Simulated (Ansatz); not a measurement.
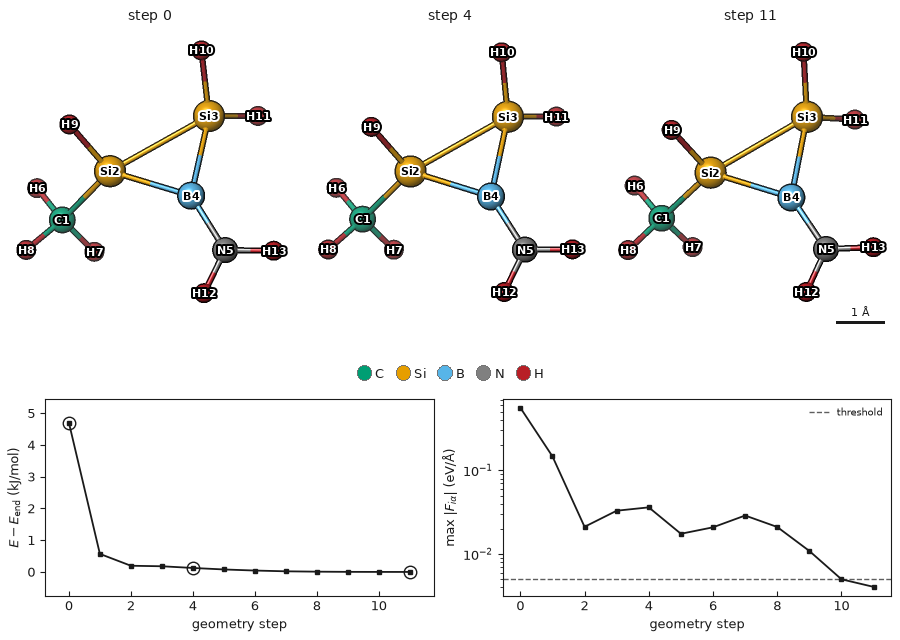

Frames of a relaxation of CH$_{8}$BNSi$_{2}$, marked on the history of the run. A ball-and-stick model, seen from a free direction.

The start comes from PBE-D4/def2-SVP.

Theory: RKS PBE0-D4/def2-TZVP in Ansatz. Set-up: force threshold 0.005 eV/Å; at most 150 steps.

Q: What happens along the run?

A: The atom that moves furthest after the best rigid fit is H7 (0.14 Å). By element the largest moves are H 0.14 Å, N 0.06 Å, Si 0.05 Å, B 0.05 Å, C 0.05 Å. Near-neighbour distances that change, for instance: Si2–Si3 2.377 → 2.336 Å, C1–Si2 1.898 → 1.878 Å, Si2–H9 1.508 → 1.491 Å, C1–H6 1.108 → 1.092 Å. Among the angles between lasting bonds that change: Si2–Si3–H10 109.1° → 113.0°, B4–Si2–H9 114.8° → 111.1°, Si2–B4–N5 140.0° → 143.5°. After 11 geometry steps the energy has fallen by 4.70 kJ/mol. The largest force component goes from 0.56 to 0.0041 eV/Å. From step 0 to 4: H9 moves most (0.07 Å), energy −4.58 kJ/mol. From step 4 to 11: H7 moves most (0.09 Å), energy −0.13 kJ/mol.
